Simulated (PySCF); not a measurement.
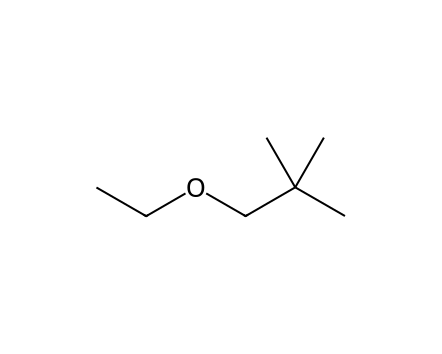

2D structure.

Write the SMILES.

CCOCC(C)(C)C

Give the formula, hydrogens included.

C7H16O.

An optimisation with PBE0-D3(BJ)/def2-SVP gave a structure of which point group?

C1. Other conformers may differ.

The parts below concern this one geometry. Atoms keep their numbers from picture to picture. The computed structure is the end point of a PBE0-D3(BJ)/def2-SVP optimisation. No frequency run is at hand to confirm it as a minimum.

Quadrupole coupling

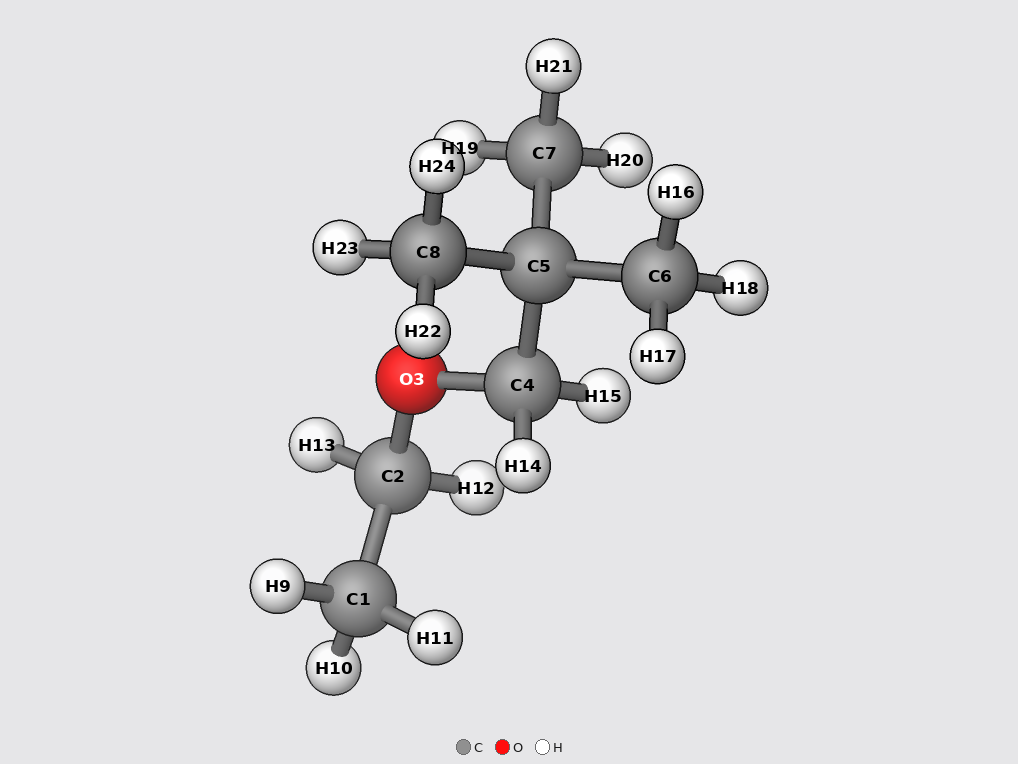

No frequency run is at hand to confirm it as a minimum. Electric field gradients from the ground-state density, PBE0/6-31G* (PySCF 2.14.0), non-relativistic apart from any core potentials.

Give the largest field-gradient component, the quadrupole coupling constant and the asymmetry for 17O at O3 (Q = −25.6 mb).

| atom | V_zz (a.u.) | e²qQ/h (MHz) | η |
| --- | --- | --- | --- |
| O3 | 1.797 | −10.81 | 0.99 |

NMR shielding

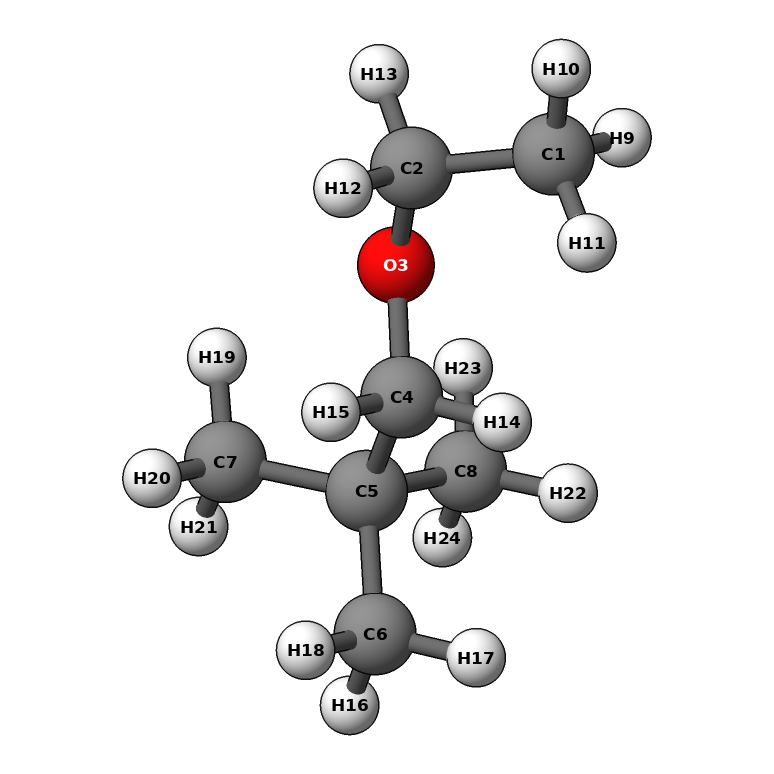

No frequency run is at hand to confirm it as a minimum. Method: GIAO PBE0/6-31G NMR shielding, non-relativistic, gas phase (PySCF 2.14.0). Principal shieldings σ11 ≤ σ22 ≤ σ33, span Ω = σ33 − σ11, skew κ = 3(σiso − σ22)/Ω.

Give the shielding tensors of the O atoms.

```json
{"atom": "O3", "σ11": "260.1", "σ22": "291.2", "σ33": "323.7", "σiso": "291.7", "Ω": "63.6", "κ": "0.02"}
```

Shieldings and span in ppm.

Dipole moment

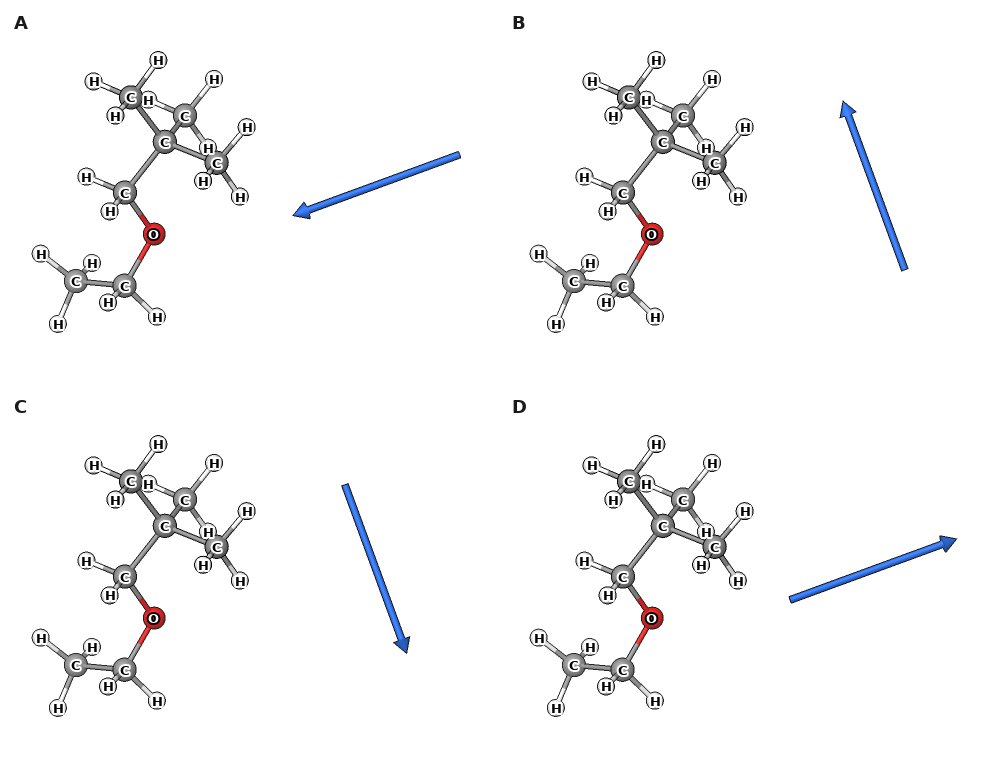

The same molecule four times, each with an arrow. No frequency run is at hand to confirm it as a minimum. Level of theory: PBE0/6-31G*, gas phase (PySCF 2.14.0).

Which arrow points along the dipole moment, from the negative to the positive end?

A. The dipole moment is 1.07 D.
